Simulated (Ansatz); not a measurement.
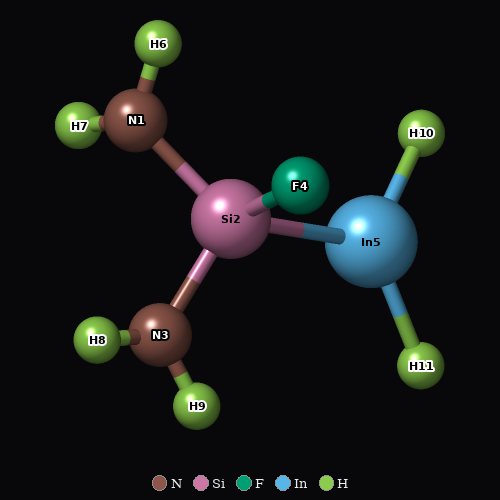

The system is FH6InN2Si, SMILES N[Si](N)(F)[InH2]; the picture shows the reference structure. The first coordinate is: umbrella angle at N1 (between each of its bonds and their common axis; 90 is planar); the second: change of the bonds N1–Si2, N1–H6, N1–H7, all alike. Nothing is relaxed (all other coordinates rigid). The scan uses an 11 × 11 grid. Points are written as (first, second). Energies are in kJ/mol, from the relaxed molecule at the same level. Level of theory: RKS PBE-D4/def2-SVP in Ansatz 0.2.0.

Its coordinates:

```yaml
atoms:
  - { symbol: N, position_ang: [-0.9833, 1.4673, 0.7015] }
  - { symbol: Si, position_ang: [0.2168, 0.2428, 0.4140] }
  - { symbol: N, position_ang: [-0.3458, -1.1345, 1.2909] }
  - { symbol: F, position_ang: [1.6101, 0.9461, 0.9770] }
  - { symbol: In, position_ang: [0.8156, -0.5271, -1.9903] }
  - { symbol: H, position_ang: [-0.7649, 2.4365, 0.4578] }
  - { symbol: H, position_ang: [-1.9615, 1.2542, 0.4923] }
  - { symbol: H, position_ang: [-0.6937, -1.0234, 2.2484] }
  - { symbol: H, position_ang: [0.0817, -2.0517, 1.1476] }
  - { symbol: H, position_ang: [0.7650, 0.5756, -3.3585] }
  - { symbol: H, position_ang: [1.2599, -2.1858, -2.3806] }
```

Range: umbrella angle at N1 (between each of its bonds and their common axis; 90 is planar) from 66.0 to 114.0°; change of the bonds N1–Si2, N1–H6, N1–H7, all alike from −0.139 to 0.214 Å.

What landscape does the calculation give?

The lowest grid point is at (99.6°, 0.003 Å), 0.28 kJ/mol from the relaxed molecule at the same level. It is the only kind of minimum in the scanned range. The highest grid point, (66.0°, −0.139 Å), lies 187 kJ/mol above the lowest.

```csv
"second ↓, first →",66.0,70.8,75.6,80.4,85.2,90.0,94.8,99.6,104.4,109.2,114.0
0.214,154,161,169,177,182,182,178,170,159,150,143
0.179,118,122,128,134,138,138,134,127,119,111,107
0.144,86,87,91,95,98,97,94,88,82,76,74
0.108,58,56,58,60,62,61,58,54,49,45,46
0.073,37,33,33,33,34,33,30,27,23,22,25
0.038,25,19,16,15,14,13,11,8,7,8,13
0.003,23,14,9,7,5,3,2,0,0,3,12
−0.033,35,24,16,12,10,8,6,6,8,13,24
−0.068,64,49,40,34,31,28,27,28,31,39,52
−0.103,112,95,84,76,72,69,69,70,75,85,101
−0.139,188,168,155,146,140,137,137,140,146,158,177
```

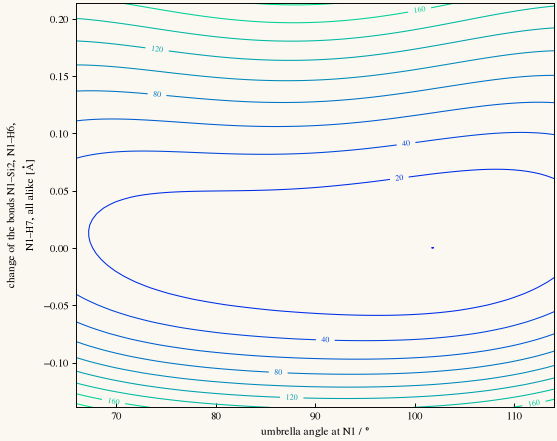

Drawn: contour lines labelled in kJ/mol. Between grid points the surface is interpolated.

The whole map (121 points run) took 12 min on 1 thread of Intel(R) Xeon(R) Platinum 8488C (Sapphire Rapids) (shared host).
